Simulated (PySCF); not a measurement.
**C4H7NSeSi: electronic excitations**

Aim: predict the electronic excitations of C4H7NSeSi (`C[Se]/C=C\[SiH2]C#N`).

The runs use PySCF 2.14.0, with density-fitted response routines of our own; the level of theory stands in each step. All values are computed, except where a source is named. Atoms are numbered from 0 throughout.

### 1 The molecule as given

14 atoms, charge 0, multiplicity 1; geometry from: GFN2-xTB.

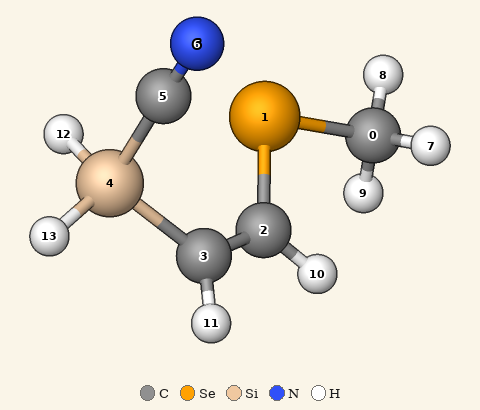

The starting geometry (carbon grey, selenium orange, silicon light orange, nitrogen blue, hydrogen white), atoms numbered.

### 2 TDDFT and polarisability: CAM-B3LYP/def2-SVPD

The job: settings as JSON, then the geometry in Å.

```
{"job": {"kind": "uv", "xc": "CAM-B3LYP", "basis": "def2-SVPD", "nstates": 8, "ntriplets": 3}, "charge": 0, "multiplicity": 1}
C      2.675927    -0.174662    -1.258703
Se     0.976705    -0.860098    -0.581256
C      0.463664     0.674031     0.396448
C     -0.681210     0.810695     1.063133
Si    -2.025186    -0.497211     1.142802
C     -2.846680    -0.511767    -0.540026
N     -3.344516    -0.502957    -1.571569
H      2.489478     0.691603    -1.888984
H      3.130910    -0.967482    -1.846228
H      3.323432     0.085442    -0.424498
H      1.213411     1.456774     0.366663
H     -0.840381     1.745667     1.585887
H     -1.485017    -1.843695     1.357395
H     -3.051215    -0.106812     2.112054
```

Method: TDDFT CAM-B3LYP/def2-SVPD, vertical, gas phase, core orbitals frozen in the response.

The run is started by

```bash
OMP_NUM_THREADS=1 python probes_run.py task.json out
```

The driver reads the jobs from task.json and runs them one after another.

Log:

```text
coarse grid: 56888 points
cycle   1  E = -2901.8152895919  dE = -2.536e-01  |g| = 4.669e-01  |ddm| = 5.394e+00
cycle   2  E = -2901.7657604943  dE =  4.953e-02  |g| = 7.060e-01  |ddm| = 1.457e+00
cycle   3  E = -2901.8736371912  dE = -1.079e-01  |g| = 1.005e-01  |ddm| = 7.712e-01
cycle   4  E = -2901.8755904161  dE = -1.953e-03  |g| = 4.073e-02  |ddm| = 1.676e-01
cycle   5  E = -2901.8759464558  dE = -3.560e-04  |g| = 1.491e-02  |ddm| = 7.274e-02
cycle   6  E = -2901.8760078176  dE = -6.136e-05  |g| = 1.997e-03  |ddm| = 2.435e-02
cycle   7  E = -2901.8760092848  dE = -1.467e-06  |g| = 1.119e-03  |ddm| = 5.329e-03
final grid: 118432 points
cycle   8  E = -2901.8759836755  dE = -3.257e-08  |g| = 1.321e-03  |ddm| = 6.486e-03
cycle   9  E = -2901.8759834206  dE =  2.549e-07  |g| = 1.696e-03  |ddm| = 3.728e-03
cycle  10  E = -2901.8759841728  dE = -7.521e-07  |g| = 9.238e-05  |ddm| = 1.990e-03
cycle  11  E = -2901.8759841760  dE = -3.260e-09  |g| = 5.611e-05  |ddm| = 1.810e-04
cycle  12  E = -2901.8759841774  dE = -1.318e-09  |g| = 2.615e-05  |ddm| = 1.528e-04
cycle  13  E = -2901.8759841776  dE = -2.037e-10  |g| = 8.598e-06  |ddm| = 5.796e-05
converged SCF energy = -2901.8759841776

Static polarisability (au): isotropic 106.153, principal 83.821 97.237 137.400

Singlet excitations
state   eV       nm        f      main configurations
  1   4.5380    273.2   0.01747   H->L+1 0.64, H->L 0.24
  2   4.8718    254.5   0.19168   H->L 0.72, H->L+1 0.22
  3   5.7598    215.3   0.01289   H->L+2 0.49, H->L+3 0.36
  4   5.9299    209.1   0.00309   H->L+2 0.44, H->L+3 0.36, H->L+4 0.10
  5   6.1503    201.6   0.00306   H->L+4 0.77, H->L+3 0.17
  6   6.4051    193.6   0.00493   H->L+5 0.58, H->L+6 0.17
  7   6.4737    191.5   0.00337   H-1->L 0.81
  8   6.8264    181.6   0.02824   H->L+8 0.29, H->L+5 0.26, H->L+6 0.19

Triplet excitations (Tamm-Dancoff, eV): 3.4571 4.2150 5.3665
```

Wall time 1.7 min (1 thread of Arm Neoverse N1, shared host); peak memory 1 GiB.

Frontier orbitals and where they lie:

| orbital | eV | atoms |
| --- | --- | --- |
| HOMO−3 | -11.04 | N6 38 %, C5 32 %, Si4 10 % |
| HOMO−2 | -10.54 | C2 32 %, C3 24 %, Se1 14 % |
| HOMO−1 | -10.15 | Se1 36 %, C2 14 %, C3 11 % |
| HOMO | -7.69 | Se1 56 %, C3 16 %, C2 13 % |
| LUMO | -0.06 | C2 28 %, C3 23 %, Si4 15 % |
| LUMO+1 | 0.33 | Se1 32 %, Si4 14 %, C0 10 % |
| LUMO+2 | 0.84 | Se1 26 %, Si4 18 %, C3 8 % |

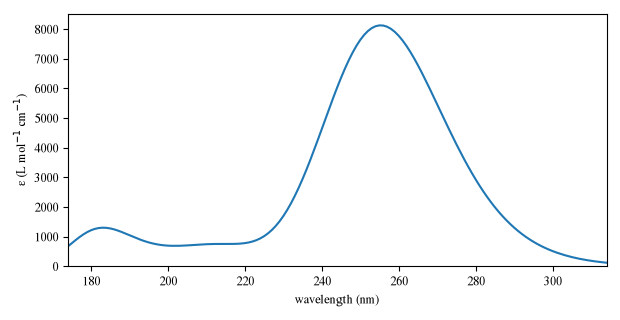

Absorption spectrum: each of the 8 states is a Gaussian band of 0.4 eV half-width at 1/e. Beyond the last state computed it falls off for lack of states.

Ground-state properties from the same run:

```csv
property,computed
dipole moment (D),4.82
polarisability (Å³),15.73
HOMO–LUMO gap (eV),7.63
−ε(HOMO) (eV),7.69
```

### 3 Outcome

| quantity | value |
| --- | --- |
| lowest singlet (CAM-B3LYP/def2-SVPD) | 4.54 eV (273 nm), f = 0.017 |
| brightest single state of those computed | state 2, 4.87 eV, f = 0.192 |
| lowest triplet | 3.46 eV |

What this shows: The first singlet state (HOMO→LUMO+1 0.64, HOMO→LUMO 0.24) lies at 4.54 eV and is weak; of the 8 states computed, the strongest absorption comes from state 2 at 4.87 eV. The lowest triplet lies 1.08 eV below the lowest singlet (triplets in Tamm-Dancoff, singlets in full TDDFT).
